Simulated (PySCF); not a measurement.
Molecule: SMILES BCCC=C (C4H9B). Atoms near the plane z = 0.0 Å, at the GFN2-xTB optimised geometry (x, y, z in Å): B1 (1.4, -1.7, 0.0), C2 (0.7, -0.3, 0.0), C3 (-0.9, -0.3, 0.0), C4 (-1.4, 1.1, 0.0), C5 (-2.2, 1.6, -1.0), H6 (0.8, -2.7, 0.0), H7 (2.5, -1.7, 0.0), H8 (1.0, 0.3, -0.9), H9 (1.0, 0.3, 0.9), H10 (-1.2, -0.8, -0.9), H11 (-1.2, -0.8, 0.9), H12 (-1.1, 1.7, 0.9), H13 (-2.5, 2.7, -0.9).

Method: PBE/def2-TZVP in PySCF. Cells within 0.4 Å of a nucleus heavier than hydrogen are left out (blank, or x). The values are rescaled to run from 0 to 1.

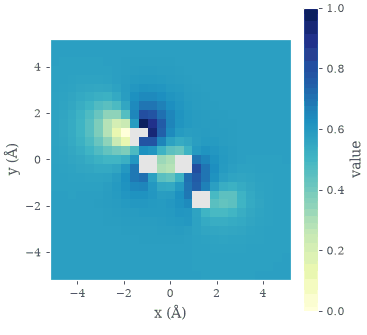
Figure: a field on the plane z = 0.0 Å.

Task: Which quantity is mapped?
A. Laplacian of the electron density
B. an orbital amplitude
C. deformation density (molecule minus spherical neutral atoms)
D. electrostatic potential

Result: B, an orbital amplitude. In full: HOMO amplitude (bohr^(-3/2)).
